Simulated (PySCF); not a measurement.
# C₃H₃F₂O+: NMR shifts at several levels of theory

Aim: compute the NMR shifts of C₃H₃F₂O+ (`[O+]#CCC(F)F`) at several levels, and see how far they spread and what each costs.

Computed with PySCF 2.14.0, with density-fitted response routines of our own, on a single molecule in the gas phase. Atoms are numbered from 0 throughout.

## Step 1: Starting geometry

9 atoms, charge 1, multiplicity 1; geometry from: GFN2-xTB.

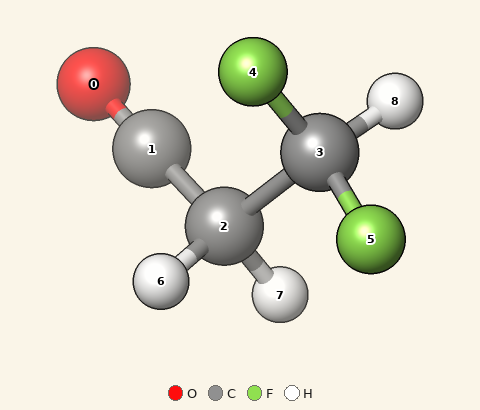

The starting geometry (oxygen red, carbon grey, fluorine green, hydrogen white), atoms numbered; sticks join atoms by distance.

## Step 2: Optimising the geometry at PBE0-D3(BJ)/def2-SVP

Job settings and geometry (Å):

```
{"job": {"xc": "PBE0", "basis": "def2-SVP", "d3": "d3bj", "grid": 1, "kind": "geom"}, "charge": 1, "multiplicity": 1}
O      2.505337    -0.620693     0.259676
C      1.533635    -0.080558     0.189022
C      0.313259     0.559675     0.107716
C     -0.915879    -0.393992    -0.258993
F     -0.971603    -1.370411     0.640413
F     -2.007757     0.347786    -0.155444
H      0.063259     1.000565     1.093249
H      0.337177     1.381646    -0.627311
H     -0.843866    -0.818024    -1.273508
```

The log of the run:

```text
step   0  E = -390.00336049  max force = 0.039530
step   1  E = -390.00534996  max force = 0.008144
step   2  E = -390.00562900  max force = 0.003038
step   3  E = -390.00571155  max force = 0.000748
step   4  E = -390.00572286  max force = 0.000429
optimisation converged
```

Run time: 15 s. Hardware: 1 thread, shared host.

Step by step:

```csv
step,energy from step 0 (eV),largest force component (eV/Å)
0,0.0000,2.0327
1,-0.0541,0.4188
2,-0.0617,0.1562
3,-0.0640,0.0385
4,-0.0643,0.0221
```

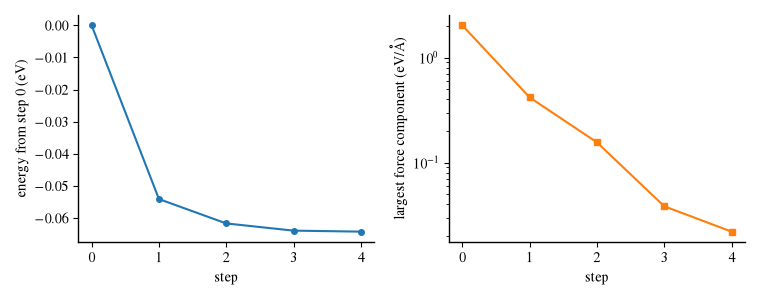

Energy and largest force along the relaxation.

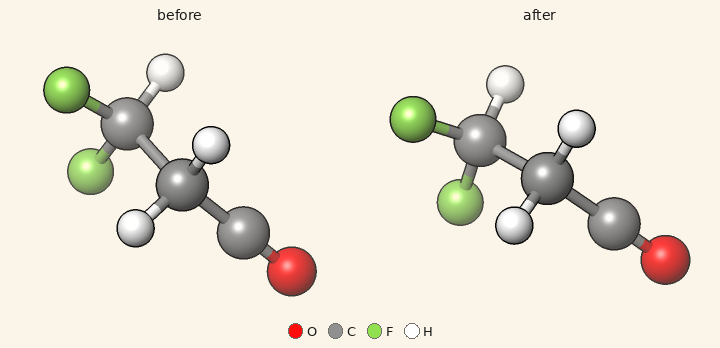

Before and after, at one scale.

Close pairs (by a distance rule), those that changed most:

```csv
bond,before (Å),after (Å),change (Å)
C1–C2,1.381,1.421,+0.041
C2–C3,1.598,1.573,-0.025
C3–F5,1.324,1.319,-0.005
C3–F4,1.329,1.333,+0.004
C2–H7,1.103,1.107,+0.004
O0–C1,1.114,1.116,+0.002
C2–H6,1.108,1.110,+0.002
C3–H8,1.102,1.103,+0.001
```

The next job starts from the end point, and lists it.

```csv
at the end point,value
point group (found at 0.08 Å tolerance),C1
"rotational constants (GHz, main isotopes)","8.957, 2.144, 1.809"
```

## Step 3: NMR shieldings: WP04/pcSseg-2

Job settings and geometry (Å):

```
{"job": {"kind": "nmr", "xc": "WP04", "basis": "pcSseg-2", "pop": false}, "charge": 1, "multiplicity": 1}
O      2.510623    -0.563302    -0.046908
C      1.521384    -0.046046    -0.059229
C      0.250242     0.589415    -0.059241
C     -0.940318    -0.437924    -0.021423
F     -0.656794    -1.333827     0.923899
F     -2.010779     0.262186     0.301197
H      0.207799     1.202368     0.865209
H      0.197587     1.265944    -0.934051
H     -1.081615    -0.939470    -0.993698
```

Level: GIAO WP04/pcSseg-2 NMR shielding, non-relativistic, gas phase.

The log of the run:

```text
coarse grid: 8376 points
cycle   1  E = -398.0772895464  dE =  1.459e+00  |g| = 1.398e+00  |ddm| = 2.110e+00
cycle   2  E = -396.4672035588  dE =  1.610e+00  |g| = 3.257e+00  |ddm| = 1.981e+00
cycle   3  E = -398.3361926662  dE = -1.869e+00  |g| = 5.494e-01  |ddm| = 1.538e+00
cycle   4  E = -398.3871843309  dE = -5.099e-02  |g| = 1.808e-01  |ddm| = 2.918e-01
cycle   5  E = -398.3918714144  dE = -4.687e-03  |g| = 4.021e-02  |ddm| = 7.892e-02
cycle   6  E = -398.3921994614  dE = -3.280e-04  |g| = 1.115e-02  |ddm| = 2.977e-02
cycle   7  E = -398.3922223186  dE = -2.286e-05  |g| = 2.776e-03  |ddm| = 7.932e-03
cycle   8  E = -398.3922236389  dE = -1.320e-06  |g| = 9.796e-04  |ddm| = 1.635e-03
final grid: 84160 points
cycle   9  E = -398.3877310337  dE = -1.126e-04  |g| = 9.279e-03  |ddm| = 4.586e-02
cycle  10  E = -398.3876498729  dE =  8.116e-05  |g| = 2.309e-02  |ddm| = 1.318e-02
cycle  11  E = -398.3877460941  dE = -9.622e-05  |g| = 2.509e-03  |ddm| = 9.219e-03
cycle  12  E = -398.3877471935  dE = -1.099e-06  |g| = 6.885e-04  |ddm| = 1.491e-03
cycle  13  E = -398.3877472619  dE = -6.841e-08  |g| = 2.412e-04  |ddm| = 4.219e-04
cycle  14  E = -398.3877472709  dE = -9.029e-09  |g| = 4.934e-05  |ddm| = 1.379e-04
cycle  15  E = -398.3877472714  dE = -4.478e-10  |g| = 1.713e-05  |ddm| = 3.615e-05
converged SCF energy = -398.3877472714

GIAO shielding tensors (ppm)
atom      isotropic    diamagn.    paramagn.     s11        s22        s33       span
  0 O      -42.257     387.967    -430.224   -239.559   -232.278    345.066    584.625
  1 C       13.391     265.009    -251.618   -116.471   -110.353    266.998    383.469
  2 C      148.179     248.636    -100.457    120.225    149.918    174.396     54.171
  3 C       52.618     238.488    -185.870     33.224     53.617     71.013     37.790
  4 F      274.372     470.448    -196.076    177.978    306.317    338.821    160.843
  5 F      267.510     467.405    -199.895    189.526    286.502    326.501    136.975
  6 H       26.853      27.172      -0.319     23.454     26.077     31.027      7.572
  7 H       27.148      26.845       0.303     23.071     25.692     32.682      9.611
  8 H       24.799      27.254      -2.454     22.922     23.495     27.981      5.059
```

Wall time 25 s (1 thread, shared host).

Shifts follow as δ = σ(reference) − σ, with reference shieldings (ppm) from runs at the same level and on the same kind of geometry: 1H TMS 31.61, 13C TMS 172.1, 19F CFCl3 177.3, 17O H2O 314.1. The references are single molecules in the gas phase, so shifts against H2O, NH3, PH3, H3PO4 or CFCl3 are not on the usual liquid scales and can be off by tens of ppm. Atoms listed in one row are averaged.

```csv
atoms,environment,σ (ppm),δ (ppm)
C1,acylium carbon,13.4,158.7
C3,sp3 CH bonded to 2 F,52.6,119.5
C2,sp3 CH2,148.2,23.9
H8,hydrogen on an sp3 CH bonded to 2 F,24.80,6.81
"H6, H7",hydrogen on an sp3 CH2,27.00,4.61
O0,oxygen bonded to C,-42.3,356.3
"F4, F5",fluorine of a CF2 group,270.9,-93.6
```

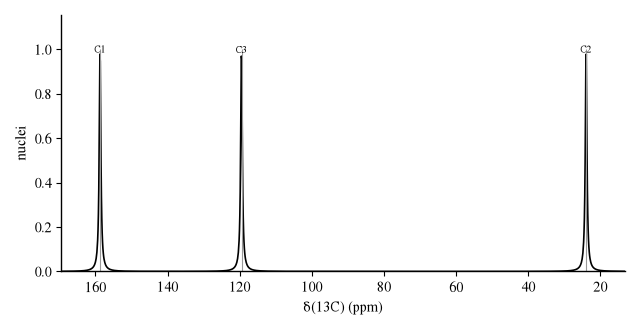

13C lines at the computed shifts, without couplings. Lines are broadened to a width of 0.54 ppm (Lorentzian).

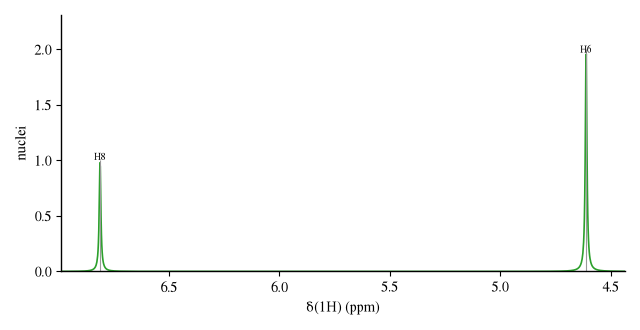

1H lines at the computed shifts, without couplings. Lines are broadened to a width of 0.01 ppm (Lorentzian).

## Step 4: Shielding tensors: B97-2/pcSseg-2

Settings changed since step 3:

```diff
@@ -1,2 +1,2 @@
-{"job": {"kind": "nmr", "xc": "WP04", "basis": "pcSseg-2", "pop": false}, "charge": 1, "multiplicity": 1}
+{"job": {"kind": "nmr", "xc": "B97-2", "basis": "pcSseg-2", "pop": false}, "charge": 1, "multiplicity": 1}
 O      2.510623    -0.563302    -0.046908
```

Method: GIAO B97-2/pcSseg-2 NMR shielding, non-relativistic, gas phase.

The log of the run:

```text
coarse grid: 8376 points
cycle   1  E = -390.5499708402  dE =  1.386e+00  |g| = 1.017e+00  |ddm| = 2.125e+00
cycle   2  E = -389.8411970651  dE =  7.088e-01  |g| = 2.252e+00  |ddm| = 1.469e+00
cycle   3  E = -390.7241663912  dE = -8.830e-01  |g| = 3.299e-01  |ddm| = 9.772e-01
cycle   4  E = -390.7421756974  dE = -1.801e-02  |g| = 9.205e-02  |ddm| = 1.684e-01
cycle   5  E = -390.7434140651  dE = -1.238e-03  |g| = 2.230e-02  |ddm| = 3.899e-02
cycle   6  E = -390.7435019724  dE = -8.791e-05  |g| = 5.008e-03  |ddm| = 1.435e-02
cycle   7  E = -390.7435064060  dE = -4.434e-06  |g| = 1.323e-03  |ddm| = 3.415e-03
final grid: 84160 points
cycle   8  E = -390.7375337421  dE = -8.259e-05  |g| = 1.051e-02  |ddm| = 4.918e-02
cycle   9  E = -390.7375042205  dE =  2.952e-05  |g| = 1.696e-02  |ddm| = 1.147e-02
cycle  10  E = -390.7375474444  dE = -4.322e-05  |g| = 3.546e-03  |ddm| = 7.365e-03
cycle  11  E = -390.7375496104  dE = -2.166e-06  |g| = 4.813e-04  |ddm| = 1.490e-03
cycle  12  E = -390.7375496433  dE = -3.289e-08  |g| = 1.653e-04  |ddm| = 2.937e-04
cycle  13  E = -390.7375496492  dE = -5.910e-09  |g| = 3.031e-05  |ddm| = 1.302e-04
cycle  14  E = -390.7375496494  dE = -2.142e-10  |g| = 7.088e-06  |ddm| = 2.420e-05
converged SCF energy = -390.7375496494

GIAO shielding tensors (ppm)
atom      isotropic    diamagn.    paramagn.     s11        s22        s33       span
  0 O      -32.295     390.645    -422.940   -226.118   -218.104    347.337    573.455
  1 C       26.289     265.571    -239.282    -98.515    -92.479    269.862    368.378
  2 C      161.200     250.264     -89.064    134.346    163.447    185.807     51.462
  3 C       68.628     238.247    -169.619     49.232     69.480     87.173     37.941
  4 F      277.830     467.723    -189.892    184.757    300.900    347.834    163.077
  5 F      272.561     464.622    -192.061    197.478    281.751    338.454    140.976
  6 H       26.803      27.137      -0.334     23.245     25.897     31.267      8.022
  7 H       27.048      26.666       0.383     22.741     25.440     32.964     10.223
  8 H       24.569      27.335      -2.766     22.566     23.139     28.003      5.437
```

Run time: 24 s. Hardware: 1 thread, shared host.

This run: δ C1 157.2, C3 114.8, C2 22.3, O0 358.5, H8 6.79, H6 4.43 ppm (means over like atoms).

## Step 5: NMR shieldings: BHandHLYP/pcSseg-2

Settings changed since step 4:

```diff
@@ -1,2 +1,2 @@
-{"job": {"kind": "nmr", "xc": "B97-2", "basis": "pcSseg-2", "pop": false}, "charge": 1, "multiplicity": 1}
+{"job": {"kind": "nmr", "xc": "BHandHLYP", "basis": "pcSseg-2", "pop": false}, "charge": 1, "multiplicity": 1}
 O      2.510623    -0.563302    -0.046908
```

Level: GIAO BHandHLYP/pcSseg-2 NMR shielding, non-relativistic, gas phase.

The log of the run:

```text
coarse grid: 8376 points
cycle   1  E = -390.4630885641  dE =  1.533e+00  |g| = 1.035e+00  |ddm| = 2.093e+00
cycle   2  E = -390.2207248926  dE =  2.424e-01  |g| = 1.636e+00  |ddm| = 1.295e+00
cycle   3  E = -390.6724786049  dE = -4.518e-01  |g| = 2.242e-01  |ddm| = 7.178e-01
cycle   4  E = -390.6800641650  dE = -7.586e-03  |g| = 7.291e-02  |ddm| = 1.110e-01
cycle   5  E = -390.6808770677  dE = -8.129e-04  |g| = 1.668e-02  |ddm| = 3.466e-02
cycle   6  E = -390.6809228129  dE = -4.575e-05  |g| = 2.451e-03  |ddm| = 1.014e-02
cycle   7  E = -390.6809242098  dE = -1.397e-06  |g| = 8.555e-04  |ddm| = 2.170e-03
final grid: 84160 points
cycle   8  E = -390.6788870609  dE = -2.838e-05  |g| = 3.003e-03  |ddm| = 1.973e-02
cycle   9  E = -390.6788861182  dE =  9.428e-07  |g| = 3.898e-03  |ddm| = 3.553e-03
cycle  10  E = -390.6788887188  dE = -2.601e-06  |g| = 6.240e-04  |ddm| = 1.809e-03
cycle  11  E = -390.6788887762  dE = -5.740e-08  |g| = 3.042e-04  |ddm| = 3.683e-04
cycle  12  E = -390.6788887908  dE = -1.466e-08  |g| = 5.571e-05  |ddm| = 1.462e-04
cycle  13  E = -390.6788887913  dE = -5.083e-10  |g| = 1.536e-05  |ddm| = 3.670e-05
converged SCF energy = -390.6788887913

GIAO shielding tensors (ppm)
atom      isotropic    diamagn.    paramagn.     s11        s22        s33       span
  0 O      -41.068     388.894    -429.963   -246.022   -233.259    356.076    602.098
  1 C       20.999     265.612    -244.614   -108.624   -104.274    275.894    384.518
  2 C      161.583     246.815     -85.232    136.190    163.584    184.974     48.785
  3 C       74.132     235.596    -161.464     57.276     73.464     91.655     34.379
  4 F      297.235     467.399    -170.164    204.324    321.248    366.133    161.809
  5 F      295.849     464.448    -168.599    216.392    311.449    359.706    143.314
  6 H       26.895      26.790       0.105     23.180     25.872     31.632      8.453
  7 H       27.167      26.469       0.698     22.767     25.411     33.323     10.557
  8 H       24.873      27.162      -2.289     22.714     23.322     28.583      5.869
```

It took 22 s on 1 thread, shared host.

In short: δ C1 163.3, C3 110.1, C2 22.7, O0 367.7, H8 6.58, H6 4.42 ppm (means over like atoms).

## Step 6: Shielding tensors: CAM-B3LYP/pcSseg-2

Settings changed since step 5:

```diff
@@ -1,2 +1,2 @@
-{"job": {"kind": "nmr", "xc": "BHandHLYP", "basis": "pcSseg-2", "pop": false}, "charge": 1, "multiplicity": 1}
+{"job": {"kind": "nmr", "xc": "CAM-B3LYP", "basis": "pcSseg-2", "pop": false}, "charge": 1, "multiplicity": 1}
 O      2.510623    -0.563302    -0.046908
```

With the program's defaults for keys left out, this is: GIAO CAM-B3LYP/pcSseg-2 NMR shielding, non-relativistic, gas phase.

The log of the run:

```text
coarse grid: 8376 points
cycle   1  E = -390.5059103934  dE =  1.515e+00  |g| = 1.084e+00  |ddm| = 2.088e+00
cycle   2  E = -390.1179473429  dE =  3.880e-01  |g| = 1.929e+00  |ddm| = 1.404e+00
cycle   3  E = -390.7291916380  dE = -6.112e-01  |g| = 2.443e-01  |ddm| = 8.085e-01
cycle   4  E = -390.7376493119  dE = -8.458e-03  |g| = 8.528e-02  |ddm| = 1.187e-01
cycle   5  E = -390.7387180455  dE = -1.069e-03  |g| = 1.862e-02  |ddm| = 3.922e-02
cycle   6  E = -390.7387702587  dE = -5.221e-05  |g| = 3.233e-03  |ddm| = 1.149e-02
cycle   7  E = -390.7387723210  dE = -2.062e-06  |g| = 1.019e-03  |ddm| = 2.681e-03
final grid: 84160 points
cycle   8  E = -390.7353616745  dE = -4.983e-05  |g| = 4.249e-03  |ddm| = 2.348e-02
cycle   9  E = -390.7353580466  dE =  3.628e-06  |g| = 6.390e-03  |ddm| = 4.949e-03
cycle  10  E = -390.7353648468  dE = -6.800e-06  |g| = 9.080e-04  |ddm| = 2.721e-03
cycle  11  E = -390.7353649666  dE = -1.198e-07  |g| = 3.891e-04  |ddm| = 5.203e-04
cycle  12  E = -390.7353649890  dE = -2.244e-08  |g| = 9.216e-05  |ddm| = 1.854e-04
cycle  13  E = -390.7353649904  dE = -1.356e-09  |g| = 1.725e-05  |ddm| = 5.743e-05
cycle  14  E = -390.7353649905  dE = -6.162e-11  |g| = 5.154e-06  |ddm| = 1.392e-05
converged SCF energy = -390.7353649905

GIAO shielding tensors (ppm)
atom      isotropic    diamagn.    paramagn.     s11        s22        s33       span
  0 O      -39.878     388.095    -427.973   -241.191   -229.266    350.824    592.015
  1 C       20.569     265.121    -244.552   -108.769   -103.067    273.542    382.311
  2 C      158.550     246.623     -88.074    131.190    160.722    183.736     52.546
  3 C       66.290     235.439    -169.149     46.658     66.607     85.605     38.947
  4 F      281.995     467.368    -185.373    188.553    302.784    354.647    166.094
  5 F      279.868     464.347    -184.479    202.106    289.114    348.384    146.277
  6 H       26.780      26.936      -0.156     23.216     25.889     31.235      8.019
  7 H       27.029      26.644       0.385     22.725     25.419     32.942     10.217
  8 H       24.561      27.155      -2.594     22.524     23.123     28.035      5.511
```

Run time: 38 s. Hardware: 1 thread, shared host.

In short: δ C1 162.0, C3 116.3, C2 24.0, O0 369.6, H8 6.78, H6 4.43 ppm (means over like atoms).

## Step 7: NMR shieldings: wB97X-D/pcSseg-2

Settings changed since step 6:

```diff
@@ -1,2 +1,2 @@
-{"job": {"kind": "nmr", "xc": "CAM-B3LYP", "basis": "pcSseg-2", "pop": false}, "charge": 1, "multiplicity": 1}
+{"job": {"kind": "nmr", "xc": "wB97X-D", "basis": "pcSseg-2", "pop": false}, "charge": 1, "multiplicity": 1}
 O      2.510623    -0.563302    -0.046908
```

Method: GIAO wB97X-D/pcSseg-2 NMR shielding, non-relativistic, gas phase.

The log of the run:

```text
coarse grid: 8376 points
cycle   1  E = -390.5031753695  dE =  1.538e+00  |g| = 1.101e+00  |ddm| = 2.100e+00
cycle   2  E = -390.2313542184  dE =  2.718e-01  |g| = 1.768e+00  |ddm| = 1.347e+00
cycle   3  E = -390.7416260615  dE = -5.103e-01  |g| = 2.196e-01  |ddm| = 7.374e-01
cycle   4  E = -390.7483881125  dE = -6.762e-03  |g| = 7.897e-02  |ddm| = 1.093e-01
cycle   5  E = -390.7493041049  dE = -9.160e-04  |g| = 1.650e-02  |ddm| = 3.790e-02
cycle   6  E = -390.7493484792  dE = -4.437e-05  |g| = 3.340e-03  |ddm| = 1.119e-02
cycle   7  E = -390.7493507503  dE = -2.271e-06  |g| = 8.441e-04  |ddm| = 3.144e-03
final grid: 84160 points
cycle   8  E = -390.7451417790  dE = -2.039e-04  |g| = 1.024e-02  |ddm| = 6.241e-02
cycle   9  E = -390.7451423586  dE = -5.797e-07  |g| = 1.050e-02  |ddm| = 1.042e-02
cycle  10  E = -390.7451573376  dE = -1.498e-05  |g| = 8.697e-04  |ddm| = 4.329e-03
cycle  11  E = -390.7451574435  dE = -1.059e-07  |g| = 4.664e-04  |ddm| = 7.140e-04
cycle  12  E = -390.7451574844  dE = -4.098e-08  |g| = 1.825e-04  |ddm| = 3.016e-04
cycle  13  E = -390.7451574900  dE = -5.585e-09  |g| = 3.212e-05  |ddm| = 8.831e-05
cycle  14  E = -390.7451574904  dE = -3.786e-10  |g| = 5.550e-06  |ddm| = 4.343e-05
converged SCF energy = -390.7451574904

GIAO shielding tensors (ppm)
atom      isotropic    diamagn.    paramagn.     s11        s22        s33       span
  0 O      -40.945     390.780    -431.726   -242.228   -231.716    351.108    593.336
  1 C       23.198     264.946    -241.748   -104.600    -99.155    273.350    377.950
  2 C      160.482     249.501     -89.019    133.331    162.734    185.381     52.049
  3 C       69.353     238.077    -168.724     49.529     69.792     88.738     39.209
  4 F      284.386     466.898    -182.511    191.514    305.683    355.961    164.447
  5 F      282.559     464.063    -181.504    205.970    291.739    349.968    143.998
  6 H       26.821      26.931      -0.110     23.214     25.892     31.357      8.143
  7 H       27.085      26.542       0.543     22.761     25.431     33.063     10.302
  8 H       24.651      27.117      -2.465     22.614     23.195     28.146      5.531
```

Run time: 30 s. Hardware: 1 thread, shared host.

In short: δ C1 161.2, C3 115.1, C2 23.9, O0 367.8, H8 6.70, H6 4.40 ppm (means over like atoms).

## Step 8: Shielding tensors: LC-wPBE/pcSseg-2

Settings changed since step 7:

```diff
@@ -1,2 +1,2 @@
-{"job": {"kind": "nmr", "xc": "wB97X-D", "basis": "pcSseg-2", "pop": false}, "charge": 1, "multiplicity": 1}
+{"job": {"kind": "nmr", "xc": "LC-wPBE", "basis": "pcSseg-2", "pop": false}, "charge": 1, "multiplicity": 1}
 O      2.510623    -0.563302    -0.046908
```

Method: GIAO LC-wPBE/pcSseg-2 NMR shielding, non-relativistic, gas phase.

The log of the run:

```text
coarse grid: 8376 points
cycle   1  E = -390.3655191015  dE =  1.621e+00  |g| = 1.141e+00  |ddm| = 2.086e+00
cycle   2  E = -390.1979836467  dE =  1.675e-01  |g| = 1.655e+00  |ddm| = 1.324e+00
cycle   3  E = -390.6300297309  dE = -4.320e-01  |g| = 1.988e-01  |ddm| = 6.799e-01
cycle   4  E = -390.6352653481  dE = -5.236e-03  |g| = 7.675e-02  |ddm| = 9.745e-02
cycle   5  E = -390.6361572236  dE = -8.919e-04  |g| = 1.922e-02  |ddm| = 3.964e-02
cycle   6  E = -390.6362179325  dE = -6.071e-05  |g| = 3.063e-03  |ddm| = 1.200e-02
cycle   7  E = -390.6362207451  dE = -2.813e-06  |g| = 9.108e-04  |ddm| = 3.797e-03
final grid: 84160 points
cycle   8  E = -390.6325419492  dE = -1.317e-04  |g| = 9.890e-03  |ddm| = 4.223e-02
cycle   9  E = -390.6325361465  dE =  5.803e-06  |g| = 1.209e-02  |ddm| = 7.989e-03
cycle  10  E = -390.6325562154  dE = -2.007e-05  |g| = 1.206e-03  |ddm| = 4.415e-03
cycle  11  E = -390.6325564657  dE = -2.503e-07  |g| = 7.001e-04  |ddm| = 6.517e-04
cycle  12  E = -390.6325565448  dE = -7.901e-08  |g| = 6.325e-05  |ddm| = 3.301e-04
cycle  13  E = -390.6325565459  dE = -1.138e-09  |g| = 2.338e-05  |ddm| = 5.868e-05
cycle  14  E = -390.6325565461  dE = -2.007e-10  |g| = 5.108e-06  |ddm| = 3.071e-05
converged SCF energy = -390.6325565461

GIAO shielding tensors (ppm)
atom      isotropic    diamagn.    paramagn.     s11        s22        s33       span
  0 O      -33.611     389.086    -422.697   -234.234   -222.176    355.578    589.812
  1 C       22.612     264.710    -242.097   -106.491   -101.171    275.499    381.990
  2 C      162.829     248.159     -85.330    135.988    164.945    187.554     51.565
  3 C       71.629     237.480    -165.851     50.429     71.951     92.508     42.079
  4 F      292.117     466.486    -174.369    200.828    309.147    366.375    165.547
  5 F      291.240     463.474    -172.234    214.516    297.395    361.809    147.294
  6 H       26.777      27.079      -0.302     23.080     25.758     31.492      8.412
  7 H       27.041      26.724       0.317     22.633     25.281     33.209     10.576
  8 H       24.619      27.400      -2.781     22.511     23.093     28.253      5.741
```

Wall time 42 s (1 thread, shared host).

In short: δ C1 165.7, C3 116.7, C2 25.5, O0 366.2, H8 6.70, H6 4.41 ppm (means over like atoms).

## Step 9: Side by side: NMR shifts

Shifts (ppm), means over like atoms, with basis size and wall time:

```csv
run,C1,C3,C2,H8,H6,O0,F4,functions,time
WP04/pcSseg-2,158.7,119.5,23.9,6.81,4.61,356.3,-93.6,258,25 s
B97-2/pcSseg-2,157.2,114.8,22.3,6.79,4.43,358.5,-97.8,258,24 s
BHandHLYP/pcSseg-2,163.3,110.1,22.7,6.58,4.42,367.7,-94.5,258,22 s
CAM-B3LYP/pcSseg-2,162.0,116.3,24.0,6.78,4.43,369.6,-94.9,258,38 s
wB97X-D/pcSseg-2,161.2,115.1,23.9,6.70,4.40,367.8,-97.1,258,30 s
LC-wPBE/pcSseg-2,165.7,116.7,25.5,6.70,4.41,366.2,-88.0,258,42 s
```

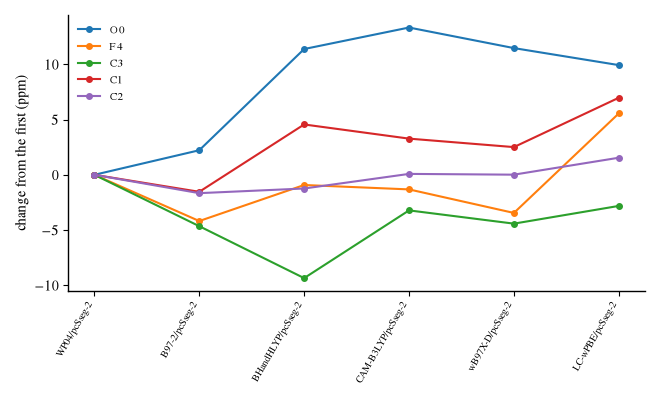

How five of the tabulated atoms move from run to run.

## Step 10: What came out

| quantity | value |
| --- | --- |
| point group | C1 |
| rotational constants (main isotopes) | 8.96, 2.14, 1.81 GHz |
| 13C shifts against TMS (WP04/pcSseg-2) | 158.7, 119.5, 23.9 ppm |
| 1H shifts against TMS (WP04/pcSseg-2, means over atoms taken as alike) | 6.81, 4.61 ppm |
| 17O shifts against H2O (WP04/pcSseg-2) | 356.3 ppm |
| 19F shifts against CFCl3 (WP04/pcSseg-2, means over atoms taken as alike) | -93.6 ppm |
| range of the shift of O0 | 356.3 to 369.6 ppm |

In words: Single values in the summary come from the first run of each kind that ended normally (WP04/pcSseg-2), which need not be the best level. Over 4 steps the energy fell by 0.064 eV; of the close pairs, C1–C2 changed most, 1.381 to 1.421 Å. The most deshielded hydrogen is H8 (hydrogen on an sp3 CH bonded to 2 F), at 6.81 ppm: its carbon carries F, an electronegative neighbour. At WP04/pcSseg-2: The largest span, 585 ppm, is at O0, where the paramagnetic term is -430 ppm. In ppm, O0 moves most: its shift spreads over 13.3 ppm, from 356.3 (WP04/pcSseg-2) to 369.6 (CAM-B3LYP/pcSseg-2). Most of that comes from the computed reference, not from the atom's own shielding.
